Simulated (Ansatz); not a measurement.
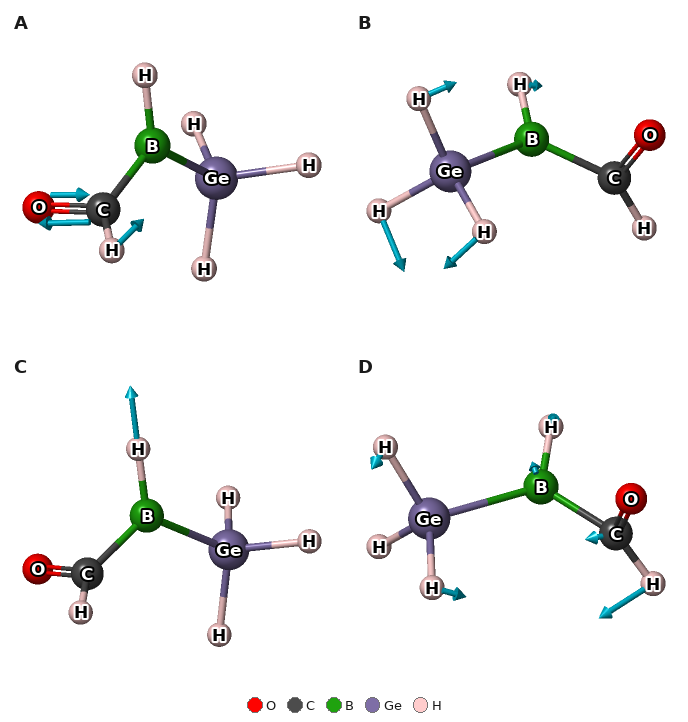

4 normal modes of one molecule or complex, as arrows. Harmonic vibrations computed with RKS PBE0-D4/def2-TZVP (Ansatz 0.2.0) at a stationary point of the same level.

> Match the panels to the wavenumbers 210 cm⁻¹, 879 cm⁻¹, 1710 cm⁻¹, 2642 cm⁻¹.

A: 1710 cm⁻¹
B: 879 cm⁻¹, H–Ge–H bending
C: 2642 cm⁻¹, B–H stretching
D: 210 cm⁻¹
